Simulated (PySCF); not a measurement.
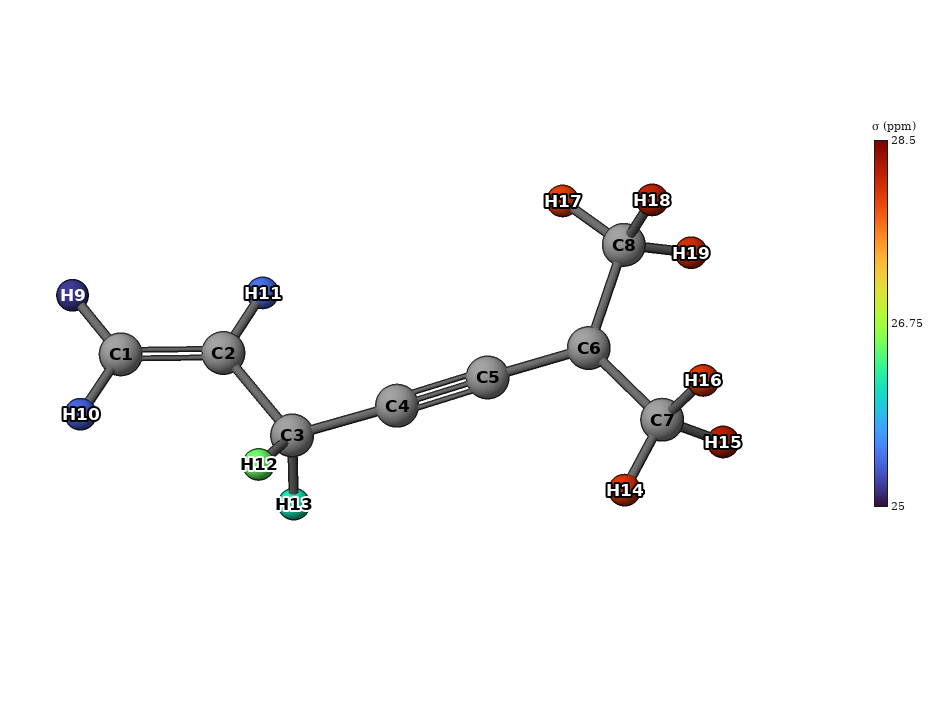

Atoms are coloured by their isotropic NMR shieldings (H only, the others grey). State: charge +1, singlet. Computed geometry: GFN2-xTB optimisation. No frequency run is at hand to confirm it as a minimum. Properties computed with GIAO PBE0/pcSseg-1 NMR shielding, non-relativistic, gas phase (PySCF 2.14.0).

Give the isotropic NMR shieldings of the H atoms atom by atom.

```
atom  σ (ppm)
  H9    25.20
 H10    25.41
 H11    25.47
 H12    26.52
 H13    26.19
 H14    28.02
 H15    28.21
 H16    28.00
 H17    27.93
 H18    28.15
 H19    28.07
```
